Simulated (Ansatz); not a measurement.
The figure comes from a scan of Al2Cu (Al2Cu type, space group I4/mcm): volume and axial ratio are varied about the relaxed values (subscript 0). Level of theory: PBE (plane waves to 420 eV, PAW, scalar-relativistic; Ansatz, a program for electronic structure). k mesh 12×12×12 (Γ-centred), Fermi-Dirac smearing 0.05 eV. Compression counts positive. As the atoms are clamped, bonds stretch with the cell, which overstates energies and stresses. With partly filled bands, the response to shear is sensitive to the k mesh, so small differences along c/a are uncertain. Al2Cu is run without spin polarisation. Al2Cu was relaxed with its symmetry unable to fall. The PAW data are Ansatz's earlier set. 

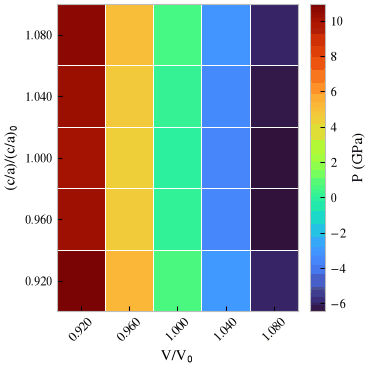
*P (GPa), one tile a computed point.*

**Question.** Turn the plot into a table (rounded to what can be read).

**Answer.** To the nearest 2:

P (GPa), with V/V₀ across and (c/a)/(c/a)₀ down:

```tsv
(c/a)/(c/a)₀ \ V/V₀	0.920	0.960	1.000	1.040	1.080
0.920	10	6	0	-4	-6
0.960	10	4	0	-4	-6
1.000	10	4	0	-4	-6
1.040	10	4	0	-4	-6
1.080	10	4	0	-4	-6
```

(A scan under strain: stresses follow from slopes of the energy per volume, elastic moduli from its curvatures.)
